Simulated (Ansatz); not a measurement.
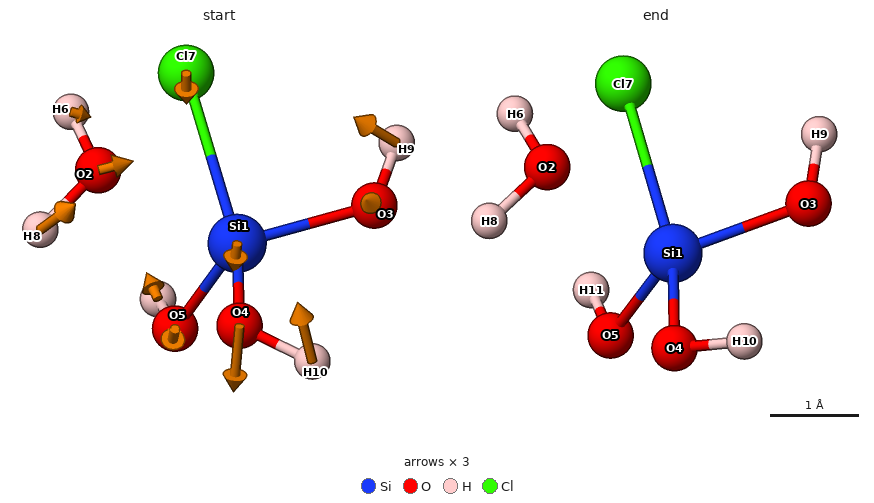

The structure of SiH$_{5}$O$_{4}$Cl before (left) and after (right) a constrained relaxation, at one scale. The orange arrows give the displacements, magnified 3 times.

Style: ball-and-stick. Shown from a free direction.

The reaction that was planned forms Si1–Cl7, O2–H6 and breaks Si1–O2, H6–Cl7 (atoms numbered from 1 in input order).

The calculation used RKS PBE0-D4/def2-SVP in Ansatz.

Input
```yaml
crystal:
  periodic: [false, false, false]
  atoms:
    - {symbol: Si, position_ang: [-0.093700, -0.123600, -0.351600]}
    - {symbol: O, position_ang: [-0.179500, -0.116500, 1.690200]}
    - {symbol: O, position_ang: [0.566100, -1.167200, -1.406600]}
    - {symbol: O, position_ang: [-1.578600, -0.764600, -0.172800]}
    - {symbol: O, position_ang: [-0.430900, 1.412400, -0.744300]}
    - {symbol: H, position_ang: [0.667900, 0.306900, 1.925300]}
    - {symbol: Cl, position_ang: [2.107400, 0.487400, 0.364800]}
    - {symbol: H, position_ang: [-0.943400, 0.391400, 1.980800]}
    - {symbol: H, position_ang: [1.510700, -1.152600, -1.556500]}
    - {symbol: H, position_ang: [-1.911200, -1.310300, -0.879200]}
    - {symbol: H, position_ang: [0.285000, 2.036800, -0.850100]}
basis:
  gaussian: {orbitals: def2-SVP}
hamiltonian: {xc: pbe0, dispersion: d4}
relax: {f_tol: 0.04, max_steps: 150, escape_saddle: false, constraints: [{distance: [0, 6]}, {distance: [1, 5]}, {distance: [0, 1]}, {distance: [5, 6]}]}
```

Command:
```bash
ansatz run in.yaml --threads 8 --pin off --events-out ev --progress --plain --max-ram 19148MiB
```

**What changed between the two?**

Over 8 geometry steps the energy falls by 11.6 kJ/mol. The largest force component goes from 0.92 to 0.037 eV/Å. O4 moves most after the best rigid fit: 0.30 Å. Largest moves by element: O 0.30 Å, H 0.28 Å, Cl 0.16 Å, Si 0.14 Å. Among the contacts that change: Si1–O4 1.627 → 1.662 Å, Si1–O3 1.624 → 1.647 Å, Si1–O5 1.621 → 1.643 Å, O4–H10 0.953 → 0.962 Å. Among the angles between lasting bonds that change: Si1–O5–H11 119.3° → 111.1°, Si1–O3–H9 119.6° → 111.7°, O3–Si1–O5 122.4° → 129.7°. Groups turn about Si1–O4 by about 35°. The run took 11 s on 8 threads of Arm Neoverse V2, on a shared host.
